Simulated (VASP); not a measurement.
Band structure of TiPt3 (space group Pm-3m). These are PBE GGA, VASP's PBE PAW potentials (set 64) (plane waves; VASP) values and carry that method's errors.

Unless said otherwise, spin-orbit coupling is left out, though it shifts the bands of the heavy elements here.

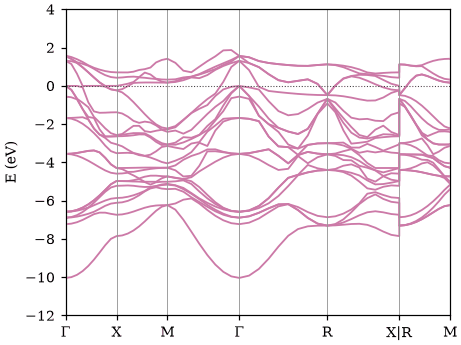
*Bands along high-symmetry lines, zero at the valence-band maximum or, without a gap, the Fermi level*

Problem. Read the plot: is there a gap, and where are the band edges?

Solution. It has no gap at this level: it comes out as a metal or semimetal.

The structure comes from a computed database's TiPt3 entry; how it stands against other phases isn't given here. The cell was not relaxed at this level.
